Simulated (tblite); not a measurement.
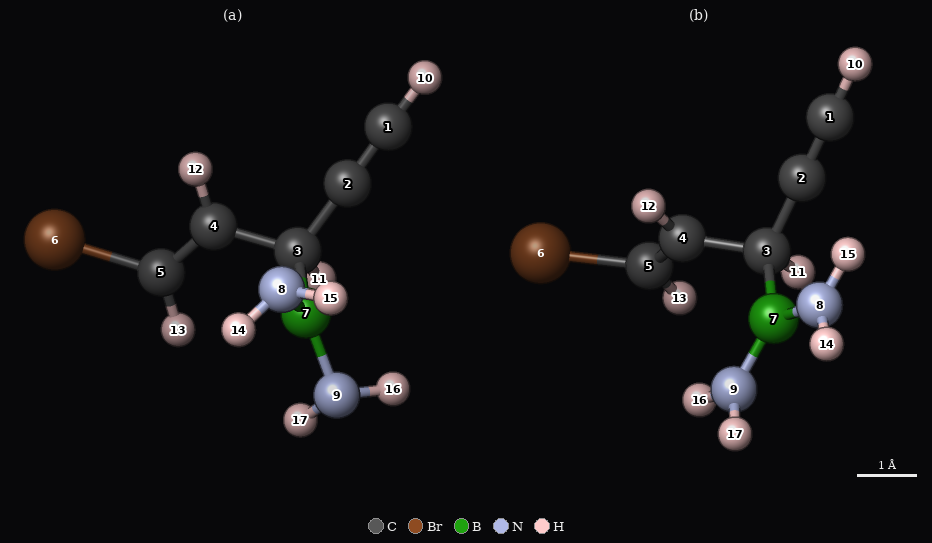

The structure of C₅H₈BBrN₂ before (left) and after (right) a relaxation, at one scale.

Style: ball-and-stick. Shown at a tilt.

All numbers below come from tblite, GFN2-xTB geometry optimisation, gas phase. 

> Describe what moved and what it gained.

The largest move after the best rigid fit is that of H16, 2.74 Å. By element the largest moves are H 2.74 Å, N 1.27 Å, Br 0.88 Å, C 0.70 Å, B 0.11 Å. Among the contacts that change: B7–N8 1.523 → 1.396 Å, N8–H14 1.050 → 1.004 Å, N9–H17 1.037 → 1.004 Å, C1–H10 1.066 → 1.049 Å. Bond angles that change, for instance: B7–N8–H14 106.5° → 124.0°, B7–N9–H16 107.1° → 123.4°, B7–N8–H15 107.1° → 122.3°. Groups turn about C3–B7 by about 70°, C3–C4 by about 30°. Over 234 geometry steps the energy falls by 44.9 kcal/mol. Cost: 3.1 s on 1 thread of Arm Neoverse N1 (shared host).
